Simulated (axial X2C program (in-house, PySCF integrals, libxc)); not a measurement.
**All-electron X2C curves of MgLi⁻**

What are the state, bond length, wavenumber and bond energy of MgLi⁻, and what does spin–orbit coupling change?

Computed with an in-house X2C program for linear molecules on PySCF integrals. Level: all-electron X2C, Mg dyall-av3z, Li dyall-av3z.

All values are calculated.

## Step 1: Set-up

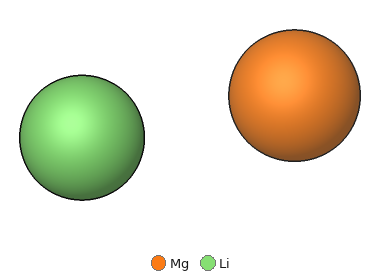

The two atoms at 2.720 Å (magnesium orange, lithium green).

File task.json:

```json
{
 "zs": [
  12,
  3
 ],
 "q": -1,
 "bas": [
  "dyall-av3z",
  "dyall-av3z"
 ],
 "levels": [
  "PBE0",
  "HF",
  "BLYP",
  "B3LYP"
 ],
 "cc": false,
 "r0": 2.72,
 "npts": 10,
 "nst": 2,
 "ntry": 6
}
```

Keys: zs atomic numbers; q charge; bas basis sets; levels methods (HF also brings MP2); cc coupled cluster on or off; r0 starting distance in Å; npts points asked for on the curve; nst determinants followed; ntry starts of the search.

Started as:

```bash
> python so2c.py task.json out
```

Spin-free means the one-electron spin-free X2C Hamiltonian; two-component (2c) means X2C with spin–orbit coupling and atomic mean-field two-electron Coulomb and Gaunt terms. Basis: Mg dyall-av3z contracted to [10s9p6d4f], Li dyall-av3z contracted to [9s9p3d]; Gaussian nuclei, density fitting. Masses: Mg 23.985 u, Li 7.016 u.

Notation: σ, π±, δ± give the projection m of an orbital's angular momentum (0, ±1, ±2), α and β its spin, Λ and M_S the sums; ω is the projection of a spinor's total angular momentum and Ω the sum. Logs are in hartree.

The results follow Hamiltonian by Hamiltonian and level by level.

## Step 2: State search with PBE0

PBE0 moves the distance from 2.720 Å to 3.447 Å and compares determinants there.

Spin-free determinants:

```
ΔE (eV)           state                     open shells
   0.00  M_S = 0, Λ = 0                    closed shell
   0.34  M_S = 1, Λ = 0    beyond closed shells: 2 × σα
   0.41  M_S = 1, Λ = 1   beyond closed shells: σα, π+α
   0.54  M_S = 0, Λ = 1   beyond closed shells: σα, π+β
   1.53  M_S = 1, Λ = 0  beyond closed shells: π+α, π-α
   3.76  M_S = 1, Λ = 2   beyond closed shells: σα, δ+α
   3.85  M_S = 0, Λ = 2   beyond closed shells: σα, δ+β
```

Two-component determinants:

| ΔE (eV) | state | open shells |
| --- | --- | --- |
| 0.00 | Ω = 0 | closed shell |
| 0.34 | Ω = 1 | excess of +ω over −ω: 2 × ω = 1/2 |
| 0.41 | Ω = 2 | excess of +ω over −ω: ω = 1/2, ω = 3/2 |
| 0.54 | Ω = 1 | excess of +ω over −ω: ω = -1/2, ω = 3/2 |
| 3.76 | Ω = 3 | excess of +ω over −ω: ω = 1/2, ω = 5/2 |
| 3.85 | Ω = 2 | excess of +ω over −ω: ω = -1/2, ω = 5/2 |

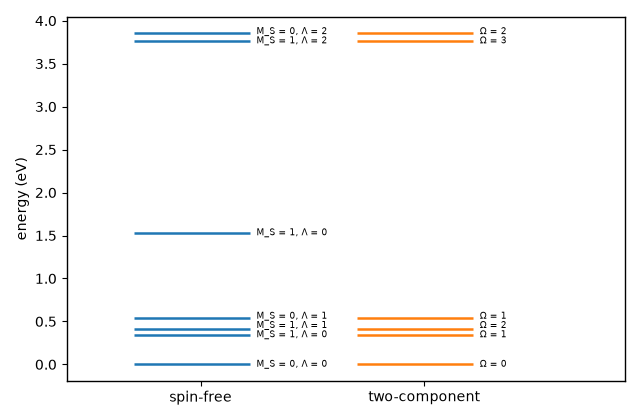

The determinants found, each set from its own lowest.

## Step 3: PBE0, spin-free

State followed: M_S = 0, Λ = 0 (closed shell). The scan is laid around 3.447 Å, a first estimate of the minimum, and this SCF restarts from the orbitals of the search.

Output at 3.447 Å:

```text
spin-free X2C-1e  PBE0
basis functions 146  fitting functions 553  grid points 4368
iter        total energy     max residual
   1       -207.780423237     3.42e-06
   2       -207.780423240     3.71e-06
   3       -207.780423241     1.60e-06
converged
one-electron -302.80102402  Coulomb 107.78997425  exact exchange -4.46495946  xc functional -13.83106895  nuclear repulsion 5.52665494
```

Along the bond, energies from the lowest point:

| R (Å) | E (eV) | μ (D) | HOMO (eV) | LUMO (eV) | iterations |
| --- | --- | --- | --- | --- | --- |
| 2.999 | 0.0575 | -6.08 | 0.44 | 1.35 | 12 |
| 3.137 | 0.0235 | -6.46 | 0.41 | 1.36 | 11 |
| 3.240 | 0.0091 | -6.76 | 0.40 | 1.37 | 10 |
| 3.344 | 0.0018 | -7.09 | 0.39 | 1.37 | 10 |
| 3.447 | 0.0000 | -7.42 | 0.37 | 1.38 | 3 |
| 3.568 | 0.0031 | -7.84 | 0.36 | 1.39 | 10 |
| 3.688 | 0.0103 | -8.27 | 0.35 | 1.39 | 10 |
| 3.843 | 0.0238 | -8.85 | 0.33 | 1.40 | 10 |
| 4.033 | 0.0440 | -9.57 | 0.32 | 1.40 | 10 |
| 4.309 | 0.0767 | -10.67 | 0.31 | 1.40 | 10 |

Dipoles are positive if Li is the positive end and refer to the centre of mass.

Outer orbitals at the reference distance:

```json
{"symmetry": "σα", "occupied": "yes", "ε (eV)": "-2.09", "atomic character": "73% Mg s, 12% Li s, 11% Li p"}
{"symmetry": "σα", "occupied": "yes", "ε (eV)": "0.37", "atomic character": "46% Li s, 41% Mg p, 8% Li p"}
{"symmetry": "σα", "occupied": "no", "ε (eV)": "1.38", "atomic character": "90% Li p, 6% Li s, 2% Mg p"}
{"symmetry": "π-α", "occupied": "no", "ε (eV)": "1.39", "atomic character": "99% Li p"}
{"symmetry": "π+α", "occupied": "no", "ε (eV)": "1.39", "atomic character": "99% Li p"}
{"symmetry": "σα", "occupied": "no", "ε (eV)": "1.48", "atomic character": "67% Li s, 24% Mg p, 9% Li p"}
```

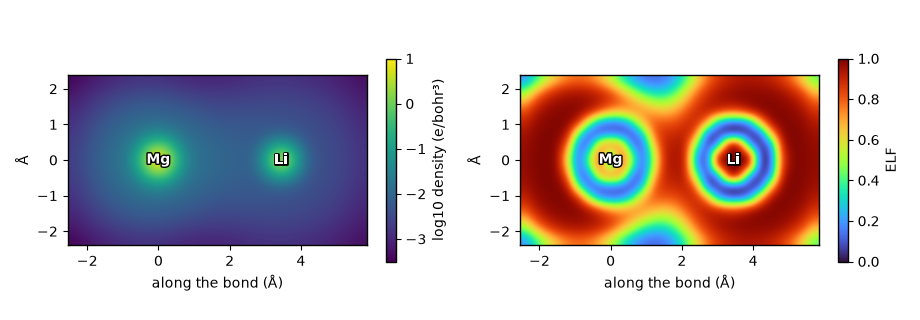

PBE0 fields in a plane through the axis, from a grid of 0.3 Å; Mg lies at z = 0 and Li at z = 3.447 Å; the ELF is damped to zero where the density is low.

Re = 3.435 Å, ωe = 141.8 cm⁻¹, ωexe = 2.04 cm⁻¹, Be = 0.2632 cm⁻¹, De = 0.373 eV, μ = -7.38 D.

## Step 4: HF, spin-free

Output at 3.447 Å:

```text
spin-free X2C-1e  HF
basis functions 146  fitting functions 553  grid points 4368
iter        total energy     max residual
   1       -207.344232679     4.35e-02
   2       -207.350921924     2.90e-03
   3       -207.351137941     3.56e-04
   4       -207.351166023     1.92e-04
   5       -207.351174342     7.70e-05
   6       -207.351176670     3.23e-05
   7       -207.351177374     1.60e-05
   8       -207.351177545     2.46e-06
   9       -207.351177553     7.90e-07
  10       -207.351177553     2.37e-07
converged
one-electron -302.58570718  Coulomb 107.59138390  exact exchange -17.88350922  xc functional 0.00000000  nuclear repulsion 5.52665494
```

No constants are quoted: the lowest point is the long end of the scan.

## Step 5: BLYP, spin-free

The SCF at the reference distance of 3.447 Å:

```text
spin-free X2C-1e  BLYP
basis functions 146  fitting functions 553  grid points 4368
iter        total energy     max residual
   1       -207.910725130     3.28e-02
   2       -207.914329016     8.86e-04
   3       -207.914186691     1.39e-03
   4       -207.914285960     1.17e-03
   5       -207.914420321     4.51e-04
   6       -207.914431509     2.14e-04
   7       -207.914434599     8.36e-06
   8       -207.914434613     8.53e-06
   9       -207.914434629     1.53e-06
  10       -207.914434630     2.49e-07
converged
one-electron -302.76102478  Coulomb 107.73911602  exact exchange 0.00000000  xc functional -18.41918082  nuclear repulsion 5.52665494
```

Re = 3.426 Å, ωe = 126.7 cm⁻¹, ωexe = 3.03 cm⁻¹, Be = 0.2646 cm⁻¹, De = 0.269 eV, μ = -7.78 D.

## Step 6: B3LYP, spin-free

The SCF at the reference distance of 3.447 Å:

```text
spin-free X2C-1e  B3LYP
basis functions 146  fitting functions 553  grid points 4368
iter        total energy     max residual
   1       -207.936291067     1.41e-02
   2       -207.937571883     7.79e-04
   3       -207.937591655     5.57e-04
   4       -207.937601703     1.67e-04
   5       -207.937602815     1.22e-04
   6       -207.937603910     1.33e-05
   7       -207.937603944     3.98e-06
   8       -207.937603952     1.43e-06
   9       -207.937603953     4.36e-07
converged
one-electron -302.84909400  Coulomb 107.83700184  exact exchange -3.57085325  xc functional -14.88131349  nuclear repulsion 5.52665494
```

Re = 3.468 Å, ωe = 124.4 cm⁻¹, ωexe = 2.65 cm⁻¹, Be = 0.2583 cm⁻¹, De = 0.259 eV, μ = -7.78 D.

## Step 7: MP2, spin-free

Correlated methods: 4 electrons correlated (frozen shells, counted by type: Mg 2 s, 1 p; Li 1 s), 266 virtual spinors in MP2.

MP2: Re = 3.508 Å, ωe = 129.9 cm⁻¹, Be = 0.2523 cm⁻¹, De = 0.271 eV.

## Step 8: A higher determinant, spin-free

State: M_S = 1, Λ = 0 (beyond closed shells: 2 × σα).

Output at the reference distance:

```text
spin-free X2C-1e  PBE0
basis functions 146  fitting functions 553  grid points 4368
iter        total energy     max residual
   1       -207.767785648     5.30e-06
   2       -207.767785680     4.11e-06
   3       -207.767785699     3.52e-06
   4       -207.767785737     1.69e-06
   5       -207.767785747     2.49e-07
   6       -207.767785747     9.24e-08
converged
one-electron -302.53671087  Coulomb 107.53778464  exact exchange -4.46905154  xc functional -13.82646292  nuclear repulsion 5.52665494
```

| R (Å) | E above the lowest PBE0 point (eV) |
| --- | --- |
| 2.999 | 0.330 |
| 3.137 | 0.320 |
| 3.240 | 0.323 |
| 3.344 | 0.331 |
| 3.447 | 0.344 |
| 3.568 | 0.362 |
| 3.688 | 0.382 |
| 3.843 | 0.410 |
| 4.033 | 0.444 |

Re = 3.152 Å, ωe = 190.0 cm⁻¹, ωexe = 3.17 cm⁻¹, Be = 0.3127 cm⁻¹, μ = -10.37 D. Te = 0.32 eV.

## Step 9: The spin-free curves together

Energy (eV) of the followed determinant, spin-free, from each level's lowest point:

| R (Å) | PBE0 | HF | MP2 | BLYP | B3LYP |
| --- | --- | --- | --- | --- | --- |
| 2.999 | 0.058 | 0.178 | 0.072 | 0.047 | 0.056 |
| 3.137 | 0.024 | 0.120 | 0.033 | 0.018 | 0.024 |
| 3.240 | 0.009 | 0.088 | 0.015 | 0.007 | 0.010 |
| 3.344 | 0.002 | 0.064 | 0.005 | 0.001 | 0.003 |
| 3.447 | 0.000 | 0.046 | 0.000 | 0.000 | 0.000 |
| 3.568 | 0.003 | 0.030 | 0.000 | 0.003 | 0.001 |
| 3.688 | 0.010 | 0.019 | 0.004 | 0.008 | 0.006 |
| 3.843 | 0.024 | 0.009 | 0.013 | 0.018 | 0.015 |
| 4.033 | 0.044 | 0.003 | 0.029 | 0.033 | 0.029 |
| 4.309 | 0.077 | 0.000 | 0.054 | 0.055 | 0.052 |

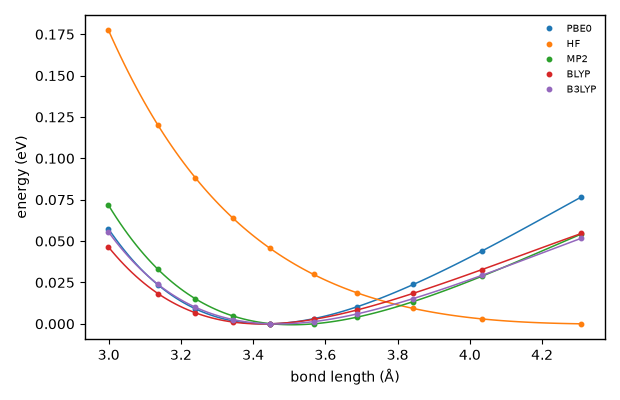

Curves of the followed state, spin-free, each from its own lowest point.

## Step 10: PBE0, 2c

State followed: Ω = 0 (closed shell). The scan is laid around 3.447 Å, a first estimate of the minimum, and this SCF restarts from the orbitals of the search.

The SCF at the reference distance of 3.447 Å:

```text
two-component X2C + atomic mean field  PBE0
basis functions 146  fitting functions 553  grid points 4368
iter        total energy     max residual
   1       -207.759450161     1.85e-05
   2       -207.759450146     2.37e-05
   3       -207.759450185     8.90e-07
   4       -207.759450185     6.13e-07
converged
one-electron -302.74375276  Coulomb 107.77192507  exact exchange -4.46430120  xc functional -13.82902321  nuclear repulsion 5.52665494  atomic mean-field constant -0.02095302
```

Along the bond, energies from the lowest point:

| R (Å) | E (eV) | μ (D) | HOMO (eV) | LUMO (eV) | iterations |
| --- | --- | --- | --- | --- | --- |
| 2.999 | 0.0576 | -6.08 | 0.44 | 1.35 | 12 |
| 3.137 | 0.0235 | -6.46 | 0.41 | 1.36 | 11 |
| 3.240 | 0.0091 | -6.76 | 0.40 | 1.37 | 10 |
| 3.344 | 0.0018 | -7.09 | 0.39 | 1.37 | 10 |
| 3.447 | 0.0000 | -7.43 | 0.37 | 1.38 | 4 |
| 3.568 | 0.0031 | -7.84 | 0.36 | 1.39 | 10 |
| 3.688 | 0.0103 | -8.27 | 0.35 | 1.39 | 10 |
| 3.843 | 0.0237 | -8.85 | 0.33 | 1.40 | 10 |
| 4.033 | 0.0439 | -9.58 | 0.32 | 1.40 | 10 |
| 4.309 | 0.0766 | -10.67 | 0.31 | 1.40 | 10 |

Dipoles are positive if Li is the positive end and refer to the centre of mass.

Outer spinors at the reference distance:

| ω | occupied | ε (eV) | atomic character | λ mixture |
| --- | --- | --- | --- | --- |
| 1/2 | yes | -2.09 | 73% Mg s, 12% Li s, 11% Li p | 100% σ |
| 1/2 | yes | 0.37 | 46% Li s, 41% Mg p, 8% Li p | 100% σ |
| 1/2 | no | 1.38 | 90% Li p, 6% Li s, 2% Mg p | 100% σ |
| 1/2 | no | 1.39 | 99% Li p | 100% π |
| 3/2 | no | 1.39 | 99% Li p | 100% π |
| 1/2 | no | 1.48 | 67% Li s, 24% Mg p, 9% Li p | 100% σ |

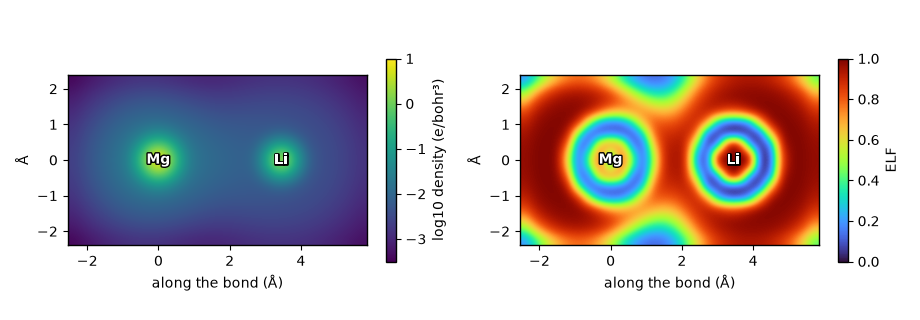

PBE0 fields in a plane through the axis, from a grid of 0.3 Å; Mg lies at z = 0 and Li at z = 3.447 Å; the ELF is damped to zero where the density is low.

Re = 3.435 Å, ωe = 141.8 cm⁻¹, ωexe = 2.04 cm⁻¹, Be = 0.2632 cm⁻¹, De = 0.373 eV, μ = -7.39 D.

## Step 11: HF, 2c

The SCF at the reference distance of 3.447 Å:

```text
two-component X2C + atomic mean field  HF
basis functions 146  fitting functions 553  grid points 4368
iter        total energy     max residual
   1       -207.323330584     4.35e-02
   2       -207.330017228     2.90e-03
   3       -207.330233071     3.55e-04
   4       -207.330261094     1.92e-04
   5       -207.330269382     7.70e-05
   6       -207.330271706     3.23e-05
   7       -207.330272409     1.60e-05
   8       -207.330272581     2.46e-06
   9       -207.330272588     7.92e-07
  10       -207.330272589     2.38e-07
converged
one-electron -302.52853462  Coulomb 107.57343425  exact exchange -17.88087414  xc functional 0.00000000  nuclear repulsion 5.52665494  atomic mean-field constant -0.02095302
```

No constants are quoted: the lowest point is the long end of the scan.

## Step 12: BLYP, 2c

Output at 3.447 Å:

```text
two-component X2C + atomic mean field  BLYP
basis functions 146  fitting functions 553  grid points 4368
iter        total energy     max residual
   1       -207.889681329     3.28e-02
   2       -207.893285145     8.86e-04
   3       -207.893143785     1.39e-03
   4       -207.893243525     1.16e-03
   5       -207.893377154     4.38e-04
   6       -207.893387391     2.18e-04
   7       -207.893390618     8.34e-06
   8       -207.893390632     8.52e-06
   9       -207.893390648     1.52e-06
  10       -207.893390649     2.50e-07
converged
one-electron -302.70380634  Coulomb 107.72112016  exact exchange 0.00000000  xc functional -18.41640640  nuclear repulsion 5.52665494  atomic mean-field constant -0.02095302
```

Re = 3.426 Å, ωe = 126.6 cm⁻¹, ωexe = 3.03 cm⁻¹, Be = 0.2646 cm⁻¹, De = 0.268 eV, μ = -7.78 D.

## Step 13: B3LYP, 2c

Output at 3.447 Å:

```text
two-component X2C + atomic mean field  B3LYP
basis functions 146  fitting functions 553  grid points 4368
iter        total energy     max residual
   1       -207.915279757     1.41e-02
   2       -207.916560593     7.79e-04
   3       -207.916580309     5.58e-04
   4       -207.916590458     1.68e-04
   5       -207.916591592     1.22e-04
   6       -207.916592696     1.32e-05
   7       -207.916592730     3.99e-06
   8       -207.916592738     1.43e-06
   9       -207.916592740     4.36e-07
converged
one-electron -302.79188864  Coulomb 107.81902053  exact exchange -3.57032706  xc functional -14.87909950  nuclear repulsion 5.52665494  atomic mean-field constant -0.02095302
```

Re = 3.468 Å, ωe = 124.4 cm⁻¹, ωexe = 2.64 cm⁻¹, Be = 0.2582 cm⁻¹, De = 0.259 eV, μ = -7.78 D.

## Step 14: Correlated methods, 2c

Correlated methods: 4 electrons correlated (frozen shells, counted by type: Mg 2 s, 1 p; Li 1 s), 266 virtual spinors in MP2.

MP2: Re = 3.509 Å, ωe = 129.9 cm⁻¹, Be = 0.2523 cm⁻¹, De = 0.271 eV.

## Step 15: A higher determinant, 2c

State: Ω = 1 (excess of +ω over −ω: 2 × ω = 1/2).

Output at the reference distance:

```text
two-component X2C + atomic mean field  PBE0
basis functions 146  fitting functions 553  grid points 4368
iter        total energy     max residual
   1       -207.746811092     4.86e-06
   2       -207.746811105     3.27e-06
   3       -207.746811110     2.52e-06
   4       -207.746811122     8.81e-07
   5       -207.746811125     5.93e-07
   6       -207.746811126     1.84e-07
converged
one-electron -302.47949841  Coulomb 107.51979474  exact exchange -4.46839271  xc functional -13.82441666  nuclear repulsion 5.52665494  atomic mean-field constant -0.02095302
```

| R (Å) | E above the lowest PBE0 point (eV) |
| --- | --- |
| 2.999 | 0.330 |
| 3.137 | 0.320 |
| 3.240 | 0.323 |
| 3.344 | 0.331 |
| 3.447 | 0.344 |
| 3.568 | 0.362 |
| 3.688 | 0.382 |
| 3.843 | 0.410 |
| 4.033 | 0.444 |

Re = 3.152 Å, ωe = 189.9 cm⁻¹, ωexe = 3.17 cm⁻¹, Be = 0.3126 cm⁻¹, μ = -10.37 D. Te = 0.32 eV.

## Step 16: The 2c curves together

Energy (eV) of the followed determinant, 2c, from each level's lowest point:

| R (Å) | PBE0 | HF | MP2 | BLYP | B3LYP |
| --- | --- | --- | --- | --- | --- |
| 2.999 | 0.058 | 0.178 | 0.072 | 0.047 | 0.056 |
| 3.137 | 0.024 | 0.120 | 0.033 | 0.018 | 0.024 |
| 3.240 | 0.009 | 0.088 | 0.015 | 0.007 | 0.010 |
| 3.344 | 0.002 | 0.064 | 0.005 | 0.001 | 0.003 |
| 3.447 | 0.000 | 0.046 | 0.000 | 0.000 | 0.000 |
| 3.568 | 0.003 | 0.030 | 0.000 | 0.003 | 0.001 |
| 3.688 | 0.010 | 0.019 | 0.004 | 0.008 | 0.006 |
| 3.843 | 0.024 | 0.009 | 0.013 | 0.018 | 0.015 |
| 4.033 | 0.044 | 0.003 | 0.029 | 0.033 | 0.029 |
| 4.309 | 0.077 | 0.000 | 0.054 | 0.055 | 0.052 |

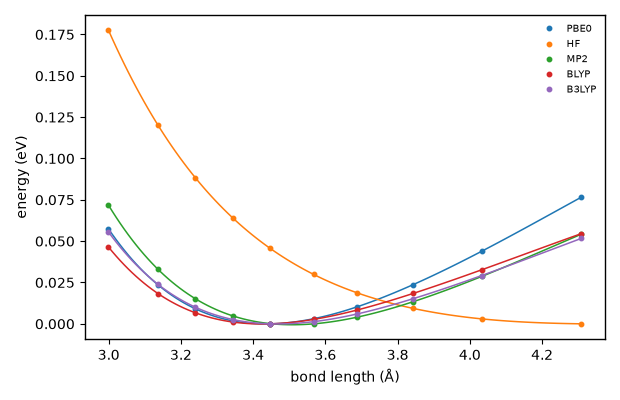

Curves of the followed state, 2c, each from its own lowest point.

Time for the job: 55 s (1 thread, shared host).

## Step 17: Constants

Lowest determinant that the search found at its distance, spin-free: M_S = 0, Λ = 0 (closed shell).

Lowest determinant that the search found at its distance, 2c: Ω = 0 (closed shell).

```json
{"Hamiltonian": "spin-free", "level": "PBE0", "Re (Å)": "3.435", "ωe (cm⁻¹)": "141.8", "De (eV)": "0.373"}
{"Hamiltonian": "spin-free", "level": "MP2", "Re (Å)": "3.508", "ωe (cm⁻¹)": "129.9", "De (eV)": "0.271"}
{"Hamiltonian": "spin-free", "level": "BLYP", "Re (Å)": "3.426", "ωe (cm⁻¹)": "126.7", "De (eV)": "0.269"}
{"Hamiltonian": "spin-free", "level": "B3LYP", "Re (Å)": "3.468", "ωe (cm⁻¹)": "124.4", "De (eV)": "0.259"}
{"Hamiltonian": "2c", "level": "PBE0", "Re (Å)": "3.435", "ωe (cm⁻¹)": "141.8", "De (eV)": "0.373"}
{"Hamiltonian": "2c", "level": "MP2", "Re (Å)": "3.509", "ωe (cm⁻¹)": "129.9", "De (eV)": "0.271"}
{"Hamiltonian": "2c", "level": "BLYP", "Re (Å)": "3.426", "ωe (cm⁻¹)": "126.6", "De (eV)": "0.268"}
{"Hamiltonian": "2c", "level": "B3LYP", "Re (Å)": "3.468", "ωe (cm⁻¹)": "124.4", "De (eV)": "0.259"}
```

No constants: spin-free HF (the lowest point is the long end of the scan); 2c HF (the lowest point is the long end of the scan).

Time per point (s) on 1 thread, shared host (2c runs); the times are rough: PBE0 0.28, MP2 0.16, BLYP 0.29, B3LYP 0.34.

What this shows: At MP2, going from spin-free to two-component changes Re by 0 mÅ, ωe by 0.0 %, which is small (part of it comes from the scalar share of the two-electron terms). De moves by 0.00 eV; both De rest on single-determinant atoms, which can miss part of an open shell's spin–orbit lowering. The highest occupied level is positive at the mean-field levels quoted, but negative in the Hartree–Fock runs, so self-interaction plays a part.

De refers to Mg + Li-, each in the lowest determinant found, which need not be this curve's own limit. Each curve is one determinant whose occupation by symmetry is held fixed; it was picked as the lowest of a PBE0 search that is not exhaustive. The closed shell is kept restricted; where the fragments are open shells, the energy then runs too high at long range. Dissociation energies refer to the lowest single-determinant-based atoms at the same level and basis.
